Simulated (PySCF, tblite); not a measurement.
**C5H13OPSi2: geometry, infrared bands and NMR shifts**

Aim: predict the infrared bands and NMR shifts of C5H13OPSi2 (`O=C/C=C\[Si@H](P)CC[SiH3]`).

Programs: tblite 0.8.0 and PySCF 2.14.0, with density-fitted response routines of our own. Each step states its level of theory. These are calculated values for one molecule in the gas phase, unless marked as measured. Atoms are numbered from 0 throughout.

## Step 1: The starting structure

22 atoms, charge 0, multiplicity 1; geometry from: force field or distance geometry start.

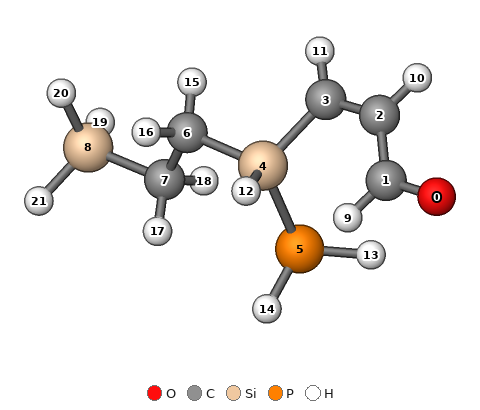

The starting geometry (oxygen red, carbon grey, silicon light orange, phosphorus orange, hydrogen white), atoms numbered.

## Step 2: Geometry optimisation with GFN2-xTB

The job: settings as JSON, then the geometry in Å.

```
{"job": {"kind": "relax", "xc": "GFN2-xTB", "basis": "xTB"}, "charge": 0, "multiplicity": 1}
O      4.798500     0.457600     0.435300
C      3.532300     0.495900     0.300100
C      2.889000     1.401700    -0.629200
C      1.551200     1.421300    -0.751300
Si     0.631200     0.241600     0.336500
P      1.000800    -1.852600    -0.240500
C     -1.195500     0.559000     0.230400
C     -1.936200    -0.757800     0.037700
Si    -3.776000    -0.462000    -0.061800
H      2.947000    -0.178800     0.922400
H      3.457800     2.080600    -1.250500
H      1.047900     2.089400    -1.442000
H      1.074700     0.416800     1.725700
H      2.257600    -2.048900    -0.928300
H      0.874600    -2.678600     0.946400
H     -1.480500     1.284000    -0.531000
H     -1.545400     0.961300     1.209500
H     -1.681700    -1.502800     0.837900
H     -1.625400    -1.187200    -0.939500
H     -4.314100    -0.649900    -1.417400
H     -4.060400     0.913500     0.352300
H     -4.457900    -1.385600     0.856400
```

The run is started by

```sh
> OMP_NUM_THREADS=1 python probes_run.py task.json out
```

One launch serves the whole session: the jobs run in the order shown.

The log of the run:

```text
step      E/eV     max force
  0    -741.60285    4.947
  1    -741.84725    5.100
  2    -742.08020    1.509
  3    -742.26880    1.256
  4    -742.55716    2.064
  5    -742.60510    0.956
  6    -742.63581    0.523
  7    -742.65547    0.865
  8    -742.67958    0.774
  9    -742.69654    0.380
 10    -742.71176    0.362
 11    -742.72704    0.595
 12    -742.74525    0.593
 13    -742.76318    0.349
 14    -742.77669    0.244
 15    -742.78732    0.304
 16    -742.79575    0.318
 17    -742.80198    0.221
 18    -742.80725    0.183
 19    -742.81253    0.239
 20    -742.81831    0.301
 21    -742.82395    0.248
 22    -742.82771    0.170
 23    -742.82975    0.116
 24    -742.83142    0.143
 25    -742.83318    0.113
 26    -742.83478    0.106
 27    -742.83597    0.086
 28    -742.83681    0.106
 29    -742.83760    0.093
 30    -742.83843    0.120
 31    -742.83923    0.106
 32    -742.83993    0.080
 33    -742.84057    0.078
 34    -742.84122    0.089
 35    -742.84194    0.104
 36    -742.84269    0.094
 37    -742.84350    0.083
 38    -742.84442    0.080
 39    -742.84556    0.090
 40    -742.84696    0.113
 41    -742.84857    0.110
 42    -742.85006    0.089
 43    -742.85126    0.085
 44    -742.85238    0.081
 45    -742.85375    0.103
 46    -742.85563    0.128
 47    -742.85785    0.118
 48    -742.85977    0.103
 49    -742.86124    0.088
 50    -742.86260    0.092
 51    -742.86415    0.114
 52    -742.86610    0.124
 53    -742.86839    0.129
 54    -742.87070    0.104
 55    -742.87268    0.124
 56    -742.87320    0.237
 57    -742.87553    0.098
 58    -742.87674    0.069
 59    -742.87895    0.121
 60    -742.88042    0.146
 61    -742.88332    0.129
 62    -742.88629    0.124
 63    -742.88986    0.137
 64    -742.89194    0.103
 65    -742.89413    0.120
 66    -742.89660    0.134
 67    -742.89932    0.133
 68    -742.90149    0.132
 69    -742.90376    0.115
 70    -742.90604    0.119
 71    -742.90909    0.094
 72    -742.91014    0.076
 73    -742.91202    0.071
 74    -742.91323    0.088
 75    -742.91455    0.083
 76    -742.91577    0.077
 77    -742.91709    0.076
 78    -742.91841    0.068
 79    -742.91956    0.070
 80    -742.92047    0.072
 81    -742.92116    0.052
 82    -742.92182    0.060
 83    -742.92265    0.071
 84    -742.92377    0.083
 85    -742.92513    0.094
 86    -742.92649    0.078
 87    -742.92760    0.071
 88    -742.92845    0.071
 89    -742.92910    0.062
 90    -742.92969    0.055
 91    -742.93024    0.054
 92    -742.93070    0.045
 93    -742.93118    0.046
 94    -742.93163    0.047
 95    -742.93202    0.048
 96    -742.93235    0.052
 97    -742.93267    0.036
 98    -742.93295    0.031
 99    -742.93318    0.043
100    -742.93341    0.048
101    -742.93369    0.055
102    -742.93404    0.043
103    -742.93427    0.028
104    -742.93440    0.023
105    -742.93450    0.034
106    -742.93465    0.041
107    -742.93487    0.053
108    -742.93513    0.046
109    -742.93535    0.032
110    -742.93551    0.034
111    -742.93564    0.026
112    -742.93580    0.030
113    -742.93594    0.025
114    -742.93606    0.022
115    -742.93617    0.021
116    -742.93629    0.023
117    -742.93642    0.036
118    -742.93656    0.035
119    -742.93670    0.024
120    -742.93681    0.024
121    -742.93689    0.020
122    -742.93696    0.026
123    -742.93703    0.024
124    -742.93710    0.023
125    -742.93718    0.022
126    -742.93725    0.020
127    -742.93732    0.019
128    -742.93738    0.021
129    -742.93745    0.027
130    -742.93751    0.019
131    -742.93755    0.016
132    -742.93758    0.012
133    -742.93762    0.020
134    -742.93767    0.022
135    -742.93772    0.016
136    -742.93778    0.016
137    -742.93786    0.018
138    -742.93796    0.030
139    -742.93806    0.027
140    -742.93814    0.020
141    -742.93822    0.024
142    -742.93834    0.024
143    -742.93850    0.037
144    -742.93864    0.033
145    -742.93872    0.020
146    -742.93876    0.015
147    -742.93878    0.011
148    -742.93881    0.013
149    -742.93883    0.009
```

Wall time 6.4 s (1 thread of Intel Xeon at 2.50GHz, shared host); peak memory 0.18 GiB.

The steps of the relaxation: (not every step is listed)

| step | energy from step 0 (eV) | largest force (eV/Å) |
| --- | --- | --- |
| 0 | 0.0000 | 4.9472 |
| 1 | -0.2444 | 5.1005 |
| 2 | -0.4774 | 1.5085 |
| 3 | -0.6660 | 1.2556 |
| 4 | -0.9543 | 2.0641 |
| 5 | -1.0023 | 0.9561 |
| 6 | -1.0330 | 0.5232 |
| 7 | -1.0526 | 0.8652 |
| 8 | -1.0767 | 0.7740 |
| 21 | -1.2211 | 0.2475 |
| 34 | -1.2384 | 0.0891 |
| 47 | -1.2550 | 0.1180 |
| 60 | -1.2776 | 0.1455 |
| 73 | -1.3092 | 0.0709 |
| 86 | -1.3236 | 0.0784 |
| 99 | -1.3303 | 0.0428 |
| 112 | -1.3329 | 0.0304 |
| 125 | -1.3343 | 0.0224 |
| 138 | -1.3351 | 0.0297 |
| 144 | -1.3358 | 0.0334 |
| 145 | -1.3359 | 0.0198 |
| 146 | -1.3359 | 0.0145 |
| 147 | -1.3359 | 0.0106 |
| 148 | -1.3360 | 0.0131 |
| 149 | -1.3360 | 0.0093 |

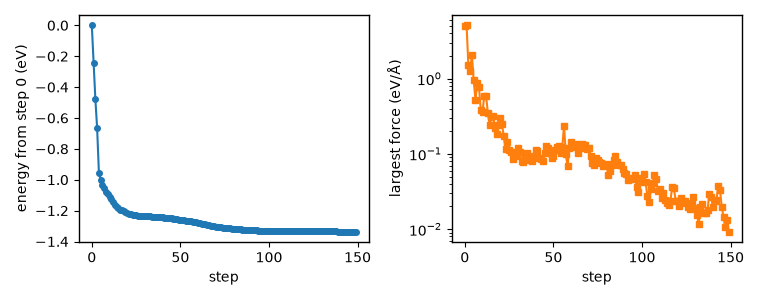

Energy and force, step by step.

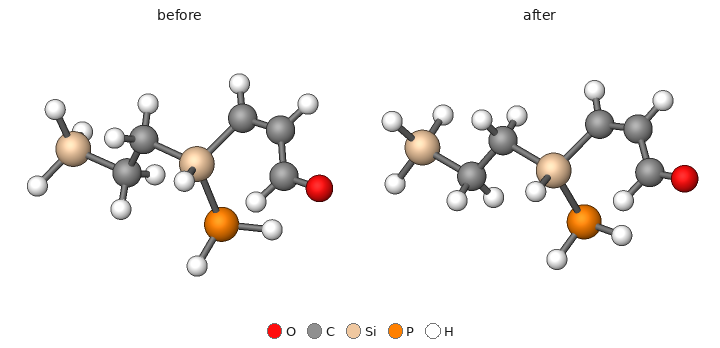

The geometry before (left) and after (right).

Close pairs (by a distance rule), those that changed most:

| bond | before (Å) | after (Å) | change (Å) |
| --- | --- | --- | --- |
| O0–C1 | 1.274 | 1.204 | -0.070 |
| P5–H14 | 1.452 | 1.385 | -0.067 |
| P5–H13 | 1.446 | 1.384 | -0.062 |
| Si4–C6 | 1.857 | 1.908 | +0.051 |
| Si4–P5 | 2.203 | 2.253 | +0.050 |
| C3–Si4 | 1.850 | 1.894 | +0.045 |
| C7–Si8 | 1.866 | 1.903 | +0.037 |
| C7–H17 | 1.123 | 1.092 | -0.031 |

The next job starts from the end point, and lists it.

## Step 3: Harmonic vibrations with GFN2-xTB

The job: settings as JSON, then the geometry in Å.

```
{"job": {"kind": "ir", "xc": "GFN2-xTB", "basis": "xTB"}, "charge": 0, "multiplicity": 1}
O      5.062869     0.789162     0.318094
C      3.863805     0.692427     0.263819
C      2.989316     1.495877    -0.578784
C      1.666623     1.324174    -0.633193
Si     0.636004     0.034438     0.295747
P      0.957010    -1.969366    -0.683760
C     -1.208065     0.439253     0.016792
C     -2.104908    -0.750683     0.351683
Si    -3.945266    -0.407193     0.010529
H      3.320115    -0.055578     0.878424
H      3.492393     2.248131    -1.175630
H      1.112800     1.969598    -1.304079
H      0.928857     0.075393     1.739920
H      2.327165    -2.004756    -0.494269
H      0.715671    -2.704778     0.464537
H     -1.368386     0.720628    -1.026220
H     -1.503128     1.300084     0.618103
H     -1.963698    -1.024366     1.399404
H     -1.776814    -1.613785    -0.236453
H     -4.103013    -0.041538    -1.398765
H     -4.382269     0.705887     0.856811
H     -4.727493    -1.604409     0.316441
```

The log of the run:

```text
mode    cm-1     km/mol
  1      28.0      2.67
  2      44.3      1.88
  3      58.5      1.03
  4      64.7      0.94
  5      94.3      1.96
  6     119.5      6.99
  7     129.7      4.35
  8     132.9      2.14
  9     141.1      2.93
 10     166.7      3.45
 11     207.6      3.82
 12     256.0      3.46
 13     304.4      3.62
 14     380.8     12.70
 15     461.3     13.14
 16     511.9     32.07
 17     534.6     42.68
 18     564.5    167.88
 19     606.0     18.51
 20     647.1     72.44
 21     668.0     32.85
 22     693.9     16.67
 23     705.2     58.80
 24     715.3     52.21
 25     717.9    116.26
 26     759.6    124.06
 27     763.0     64.65
 28     777.9    209.62
 29     788.7    178.37
 30     792.8    452.77
 31     833.0      7.74
 32     927.7     13.09
 33     957.1      1.04
 34    1050.9     18.08
 35    1064.6     26.37
 36    1070.5     31.80
 37    1141.8     11.09
 38    1192.7     54.32
 39    1198.5     21.38
 40    1264.9      0.32
 41    1307.2      4.37
 42    1310.7      0.67
 43    1371.6     14.68
 44    1473.8      0.92
 45    1480.9      1.32
 46    1629.1     22.81
 47    1746.4    475.40
 48    2151.6    219.59
 49    2255.0    361.84
 50    2260.3    206.67
 51    2276.2    308.91
 52    2300.3     94.82
 53    2381.0    160.83
 54    2731.0    150.64
 55    2929.1     44.60
 56    2958.7     34.36
 57    2968.7     50.42
 58    2979.9     22.16
 59    3029.8     16.80
 60    3045.6     30.42
```

It took 4.8 s on 1 thread of Intel Xeon at 2.50GHz, shared host; peak memory 0.18 GiB.

Which atoms move in the most intense modes:

| cm⁻¹ | km/mol | atoms |
| --- | --- | --- |
| 778 | 209.6 | H21 52 %, H19 22 %, H20 15 % |
| 789 | 178.4 | H20 48 %, H19 39 % |
| 793 | 452.8 | H21 23 %, H20 22 %, H19 21 %, Si8 19 % |
| 1746 | 475.4 | C1 60 %, O0 39 % |
| 2152 | 219.6 | H12 97 % |
| 2255 | 361.8 | H20 85 %, H19 11 % |
| 2260 | 206.7 | H19 86 %, H20 11 % |
| 2276 | 308.9 | H21 97 % |

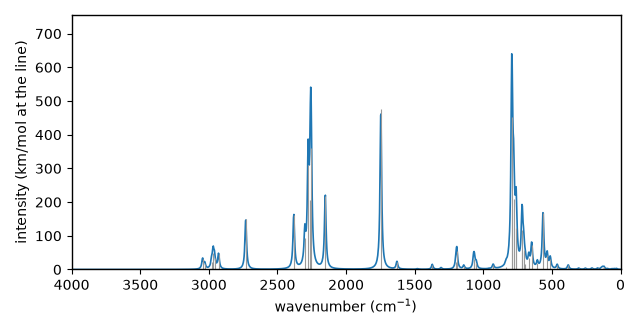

The infrared spectrum from these modes, unscaled. Lines are broadened to a width of 14 cm⁻¹ (Lorentzian).

## Step 4: Shielding tensors: PBE0/pcSseg-1

Same as in step 3 but for these lines:

```diff
@@ -1,2 +1,2 @@
-{"job": {"kind": "ir", "xc": "GFN2-xTB", "basis": "xTB"}, "charge": 0, "multiplicity": 1}
+{"job": {"kind": "nmr", "xc": "PBE0", "basis": "pcSseg-1"}, "charge": 0, "multiplicity": 1}
 O      5.062869     0.789162     0.318094
```

Method: GIAO PBE0/pcSseg-1 NMR shielding, non-relativistic, gas phase.

The log of the run:

```text
coarse grid: 19448 points
cycle   1  E = -1192.9200502066  dE =  8.193e-01  |g| = 8.054e-01  |ddm| = 4.235e+00
cycle   2  E = -1192.5028791735  dE =  4.172e-01  |g| = 1.640e+00  |ddm| = 2.500e+00
cycle   3  E = -1193.0494265888  dE = -5.465e-01  |g| = 1.982e-01  |ddm| = 1.979e+00
cycle   4  E = -1193.0577399417  dE = -8.313e-03  |g| = 8.239e-02  |ddm| = 2.592e-01
cycle   5  E = -1193.0592948462  dE = -1.555e-03  |g| = 2.616e-02  |ddm| = 9.753e-02
cycle   6  E = -1193.0594553150  dE = -1.605e-04  |g| = 9.182e-03  |ddm| = 2.953e-02
cycle   7  E = -1193.0594761967  dE = -2.088e-05  |g| = 2.391e-03  |ddm| = 9.691e-03
cycle   8  E = -1193.0594773674  dE = -1.171e-06  |g| = 7.433e-04  |ddm| = 2.877e-03
final grid: 172864 points
cycle   9  E = -1193.1227412144  dE = -1.687e-05  |g| = 1.280e-02  |ddm| = 2.901e-02
cycle  10  E = -1193.1226474476  dE =  9.377e-05  |g| = 2.511e-02  |ddm| = 3.069e-02
cycle  11  E = -1193.1227746301  dE = -1.272e-04  |g| = 2.614e-03  |ddm| = 2.217e-02
cycle  12  E = -1193.1227761580  dE = -1.528e-06  |g| = 2.966e-04  |ddm| = 2.523e-03
cycle  13  E = -1193.1227761757  dE = -1.762e-08  |g| = 1.241e-04  |ddm| = 3.885e-04
cycle  14  E = -1193.1227761794  dE = -3.703e-09  |g| = 3.950e-05  |ddm| = 1.431e-04
cycle  15  E = -1193.1227761797  dE = -3.547e-10  |g| = 1.653e-05  |ddm| = 4.958e-05
converged SCF energy = -1193.1227761797

GIAO shielding tensors (ppm)
atom      isotropic    diamagn.    paramagn.     s11        s22        s33       span
  0 O     -388.681     391.214    -779.895  -1090.331   -431.740    356.027   1446.358
  1 C       -9.354     256.536    -265.890    -98.827    -16.350     87.115    185.941
  2 C       34.206     251.471    -217.264    -76.973     42.017    137.576    214.549
  3 C       25.176     265.402    -240.225   -111.852     18.494    168.888    280.740
  4 Si     378.597     883.490    -504.894    337.493    379.897    418.400     80.907
  5 P      608.655     969.212    -360.558    528.269    616.766    680.930    152.661
  6 C      173.597     256.893     -83.296    165.340    171.011    184.441     19.100
  7 C      181.559     252.600     -71.041    173.211    181.150    190.316     17.105
  8 Si     414.713     878.588    -463.876    383.475    392.456    468.208     84.733
  9 H       21.449      31.918     -10.470     18.899     20.150     25.297      6.398
 10 H       25.048      29.079      -4.031     22.072     23.794     29.279      7.207
 11 H       24.112      33.401      -9.288     18.382     23.730     30.225     11.843
 12 H       26.127      31.559      -5.433     22.913     24.502     30.965      8.053
 13 H       30.614      31.522      -0.909     24.811     27.618     39.412     14.601
 14 H       30.196      31.481      -1.285     24.612     28.063     37.913     13.301
 15 H       31.042      35.588      -4.546     25.938     30.547     36.642     10.704
 16 H       30.616      34.586      -3.970     25.393     29.970     36.486     11.094
 17 H       31.244      32.223      -0.979     25.975     30.574     37.184     11.210
 18 H       31.018      32.845      -1.827     24.020     32.149     36.887     12.867
 19 H       27.895      28.131      -0.237     24.471     26.440     32.772      8.301
 20 H       27.857      28.002      -0.145     24.423     26.122     33.025      8.602
 21 H       27.649      27.367       0.282     23.913     25.333     33.702      9.789
```

Run time: 2.6 min. Hardware: 1 thread of Intel Xeon at 2.50GHz, shared host; peak memory 1 GiB.

The references, computed at this level on geometries of the same kind, shield at (ppm): ¹H TMS 31.72, ¹³C TMS 186.9, ²⁹Si TMS 349.2, ¹⁷O H2O 336.1, ³¹P H3PO4 318.4. Their shielding less the atom's gives the shift. The references are single molecules in the gas phase, so shifts against H2O, NH3, PH3, H3PO4 or CFCl3 are not on the usual liquid scales and can be off by tens of ppm. Atoms listed in one row are averaged.

| atoms | environment | σ (ppm) | δ (ppm) | δ scaled to CDCl3 |
| --- | --- | --- | --- | --- |
| C1 | aldehyde carbonyl carbon | -9.4 | 196.3 | 189.7 |
| C3 | β carbon of a C=C–C=O unit | 25.2 | 161.7 | 156.0 |
| C2 | α carbon of a C=C–C=O unit | 34.2 | 152.7 | 147.1 |
| C6 | sp3 CH2 bonded to Si | 173.6 | 13.3 | 11.1 |
| C7 | sp3 CH2 bonded to Si | 181.6 | 5.4 | 3.3 |
| H9 | hydrogen on an aldehyde carbonyl carbon | 21.45 | 10.27 | 9.79 |
| H11 | hydrogen on a β carbon of a C=C–C=O unit | 24.11 | 7.60 | 7.28 |
| H10 | hydrogen on an α carbon of a C=C–C=O unit | 25.05 | 6.67 | 6.39 |
| H12 | hydrogen on a silicon bonded to 2 C, P | 26.13 | 5.59 | – |
| H19, H20, H21 | hydrogen on a silicon bonded to C | 27.80 | 3.92 | – |
| H13, H14 | hydrogen on a phosphorus bonded to Si | 30.40 | 1.31 | – |
| H16 | hydrogen on an sp3 CH2 bonded to Si | 30.62 | 1.10 | 1.14 |
| H18 | hydrogen on an sp3 CH2 bonded to Si | 31.02 | 0.70 | 0.76 |
| H15 | hydrogen on an sp3 CH2 bonded to Si | 31.04 | 0.67 | 0.74 |
| H17 | hydrogen on an sp3 CH2 bonded to Si | 31.24 | 0.47 | 0.55 |
| O0 | aldehyde oxygen | -388.7 | 724.8 | – |
| Si4 | silicon bonded to 2 C, P, H | 378.6 | -29.4 | – |
| Si8 | silicon bonded to C, 3 H | 414.7 | -65.6 | – |
| P5 | phosphorus bonded to Si, 2 H | 608.7 | -290.3 | – |

The scaled column applies a straight-line fit of computed shieldings to shifts measured in CDCl3 (root-mean-square error 0.16 ppm for H, 1.9 ppm for C).

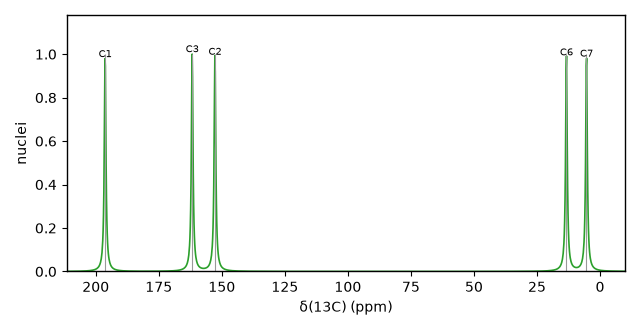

¹³C lines at the computed shifts, without couplings. Lines are broadened to a width of 0.76 ppm (Lorentzian).

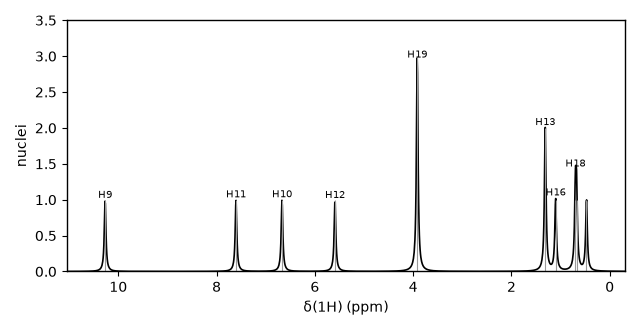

¹H lines at the computed shifts, without couplings. Lines are broadened to a width of 0.04 ppm (Lorentzian).

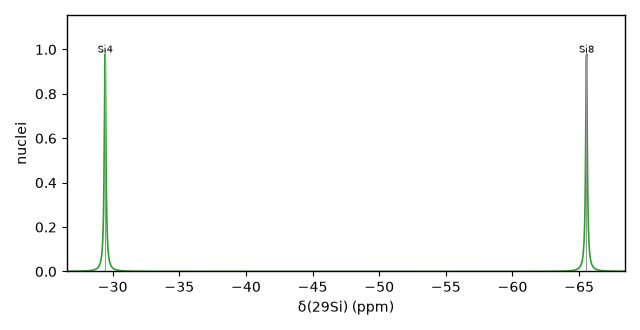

²⁹Si lines at the computed shifts, without couplings. Lines are broadened to a width of 0.14 ppm (Lorentzian).

The run also stored atomic charges by several schemes (e):

| atoms | Mulliken | IAO | Hirshfeld | ESP fit |
| --- | --- | --- | --- | --- |
| O0 | -0.35 | -0.38 | -0.22 | -0.47 |
| C1 | 0.24 | 0.25 | 0.12 | 0.57 |
| C2 | -0.14 | -0.17 | -0.05 | -0.25 |
| C3 | -0.39 | -0.38 | -0.11 | -0.24 |
| Si4 | 0.61 | 0.71 | 0.31 | 0.41 |
| P5 | -0.21 | -0.11 | -0.01 | -0.36 |
| C6 | -0.54 | -0.52 | -0.16 | -0.30 |
| C7 | -0.57 | -0.52 | -0.16 | -0.13 |
| Si8 | 0.51 | 0.61 | 0.32 | 0.31 |

Hirshfeld charges:

O0 -0.22; C1 0.12; C2 -0.05; C3 -0.11; Si4 0.31; P5 -0.01; C6 -0.16; C7 -0.16; Si8 0.32; H9 0.03; H10 0.05; H11 0.05; H12 -0.08; H13 -0.01; H14 -0.01; H15 0.04; H16 0.04; H17 0.04; H18 0.03; H19 -0.08; H20 -0.08; H21 -0.08

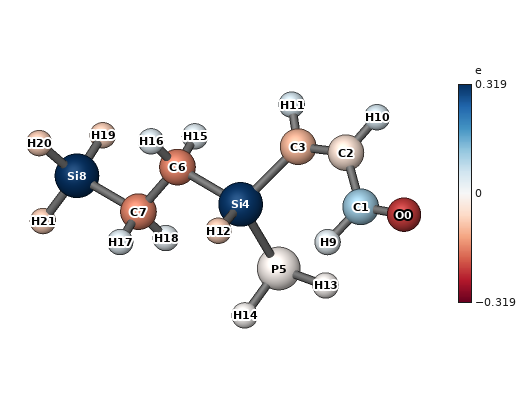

Hirshfeld charges, as colours on the atoms.

Mayer bond orders: O0–C1 1.95, C1–C2 1.06, C2–C3 1.82, C3–Si4 0.84, Si4–P5 1.04, Si4–C6 0.91, C6–C7 1.03, C7–Si8 0.92.

## Step 5: Results

```
                                                              quantity                                                            value
                             strongest single infrared mode (GFN2-xTB)                                            1746 cm⁻¹, 475 km/mol
                                          zero-point energy (GFN2-xTB)                                                    97.4 kcal/mol
                                ¹³C shifts against TMS (PBE0/pcSseg-1)                               196.3, 161.7, 152.7, 13.3, 5.4 ppm
¹H shifts against TMS (PBE0/pcSseg-1, means over atoms taken as alike)  10.27, 7.60, 6.67, 5.59, 3.92, 1.31, 1.10, 0.70, 0.67, 0.47 ppm
                                ¹⁷O shifts against H2O (PBE0/pcSseg-1)                                                        724.8 ppm
                               ²⁹Si shifts against TMS (PBE0/pcSseg-1)                                                 -29.4, -65.6 ppm
                              ³¹P shifts against H3PO4 (PBE0/pcSseg-1)                                                       -290.3 ppm
```

**Reading.** The optimisation took 149 steps and gained 1.336 eV; among the close pairs (by a distance rule), O0–C1 changed most, from 1.274 to 1.204 Å. No mode is imaginary among the 60: a minimum at this level. The strongest single mode, at 1746 cm⁻¹, moves mainly C1 and O0. GFN2-xTB is a fitted tight-binding method: band positions and strengths are rough. Its intensities can rank the bands wrongly. The most deshielded carbon is C1 (aldehyde carbonyl carbon), at 196.3 ppm: low-lying n→π* states of the double bond to the heteroatom give a large paramagnetic term (-266 ppm). H9 (hydrogen on an aldehyde carbonyl carbon) lies farthest downfield among hydrogen, at 10.27 ppm; deshielded by the polar, anisotropic C=O bond. At PBE0/pcSseg-1: Shielding is most anisotropic at O0 (span 1446 ppm, paramagnetic term -780 ppm).
